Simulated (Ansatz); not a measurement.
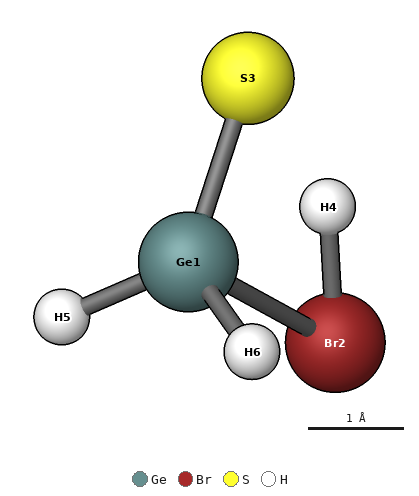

The structure as given in the input (ball-and-stick view, seen at a tilt; atoms are numbered from 1 in the order of the input). Sticks mark near contacts.

**GeH3SBr: a changed input and its effect**

System: GeH3SBr.
Method of the first run: RKS r2SCAN0-D4/def2-TZVPP (Ansatz 0.2.0).

The geometry comes from this level: PBE0-D4/def2-TZVP. Text and figures count atoms from 1; the logs count them from 0 in places.

**Input, the first run**
```yaml
crystal:
  periodic: [false, false, false]
  atoms:
    - {symbol: Ge, position_ang: [-0.127904, 0.557951, 0.580889]}
    - {symbol: Br, position_ang: [-0.632124, -1.391262, -1.435559]}
    - {symbol: S, position_ang: [1.893883, 0.284768, 0.270041]}
    - {symbol: H, position_ang: [0.751009, -0.974289, -1.021528]}
    - {symbol: H, position_ang: [-0.954350, 1.676307, -0.078447]}
    - {symbol: H, position_ang: [-0.930513, -0.153476, 1.684604]}
basis:
  gaussian: {orbitals: def2-TZVPP}
hamiltonian: {xc: {name: r2SCAN0}, dispersion: d4}
```

Command:
```bash
ansatz run in.yaml --threads 4 --pin off --events-out ev --progress --plain --max-ram 9574MiB
```

Hardware: 4 threads of Intel Xeon @ 2.50GHz, 180 GiB of memory available, shared host.

**Output (the first run)**
```
Functional definition: r2SCAN0
  parameter a = 0.25
  parameter k0 = 0.174
  parameter k1 = 0.065
  parameter a1 = 4.9479
  exchange = (1 - a)*r2scan_x(k0 = k0, k1 = k1, a1 = a1) + a*exact_x
  correlation = r2scan_c
1306 factors; their error is unknown
mean field evaluation 1: about -137444.9598 eV, gradient 2.4e1 eV
mean field evaluation 2: about -137442.6486 eV, gradient 3.8e1 eV
mean field evaluation 4: about -137446.2513 eV, gradient 1.3e0 eV
mean field evaluation 8: about -137446.2530 eV, gradient 2.9e-2 eV
mean field evaluation 16: about -137446.9663 eV, gradient 5.2e-5 eV
mean field -137446.96626714 eV, -5051.0828454177 hartree, gradient 5.2e-5 eV, S^2 0.000000; 0 other end points of the search recorded, 0 dependent functions left out
reference -137446.96627480 eV, -5051.0828456992 hartree; 43, 43 occupied and 137, 137 virtual orbitals, 1306 factors
Total energy: -137447.00944720 eV, -5051.0844322555 hartree
```

The input of the second run differs as follows (lines with − go, lines with + come):
```diff
-    - {symbol: Ge, position_ang: [-0.127904, 0.557951, 0.580889]}
-    - {symbol: Br, position_ang: [-0.632124, -1.391262, -1.435559]}
-    - {symbol: S, position_ang: [1.893883, 0.284768, 0.270041]}
-    - {symbol: H, position_ang: [0.751009, -0.974289, -1.021528]}
-    - {symbol: H, position_ang: [-0.954350, 1.676307, -0.078447]}
-    - {symbol: H, position_ang: [-0.930513, -0.153476, 1.684604]}
+    - {symbol: Ge, position_ang: [-0.065632, 0.680902, 0.707558]}
+    - {symbol: Br, position_ang: [-0.734552, -1.445625, -1.490477]}
+    - {symbol: S, position_ang: [1.961733, 0.591555, 0.587399]}
+    - {symbol: H, position_ang: [0.690362, -1.390636, -1.452531]}
+    - {symbol: H, position_ang: [-0.937851, 1.694601, -0.055325]}
+    - {symbol: H, position_ang: [-0.914061, -0.130799, 1.703375]}
```

Predict how the results change.

With the same method and basis, the second run lies 1.6 kcal/mol lower.

**Output (the second run)**
```
Functional definition: r2SCAN0
  parameter a = 0.25
  parameter k0 = 0.174
  parameter k1 = 0.065
  parameter a1 = 4.9479
  exchange = (1 - a)*r2scan_x(k0 = k0, k1 = k1, a1 = a1) + a*exact_x
  correlation = r2scan_c
1306 factors; their error is unknown
mean field evaluation 1: about -137444.8640 eV, gradient 2.5e1 eV
mean field evaluation 2: about -137441.4244 eV, gradient 4.3e1 eV
mean field evaluation 4: about -137446.3153 eV, gradient 1.6e0 eV
mean field evaluation 8: about -137446.3201 eV, gradient 1.0e-1 eV
mean field evaluation 16: about -137447.0353 eV, gradient 3.4e-4 eV
mean field -137447.03526252 eV, -5051.0853809511 hartree, gradient 7.0e-5 eV, S^2 0.000000; 0 other end points of the search recorded, 0 dependent functions left out
reference -137447.03527058 eV, -5051.0853812471 hartree; 43, 43 occupied and 137, 137 virtual orbitals, 1306 factors
Total energy: -137447.07835637 eV, -5051.0869646209 hartree
```

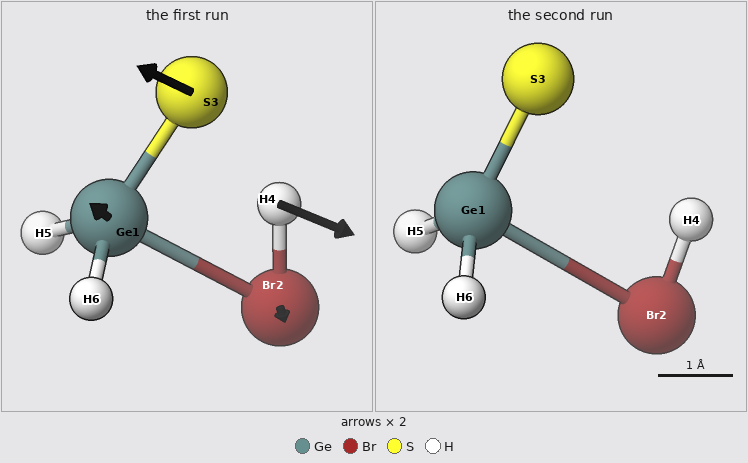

The two input geometries at one scale (ball-and-stick view, seen at a tilt). The black arrows on the first give the shifts of the atoms after the best rigid fit, magnified 2 times. H4 moves most after the best rigid fit: 0.60 Å. By element the largest moves are H 0.60 Å, S 0.45 Å, Ge 0.19 Å, Br 0.13 Å. Among the contacts that change: Ge1–Br2 2.850 → 3.131 Å, Br2–H4 1.503 → 1.426 Å, Ge1–S3 2.064 → 2.033 Å.

**The two runs side by side**

| quantity | the first run | the second run |
| --- | --- | --- |
| outcome | converged | converged |
| total energy (hartree) | −5051.084432 | −5051.086965 |
| basis functions | 180 | 180 |
| wall time (shared host) | 7 s | 6.5 s |
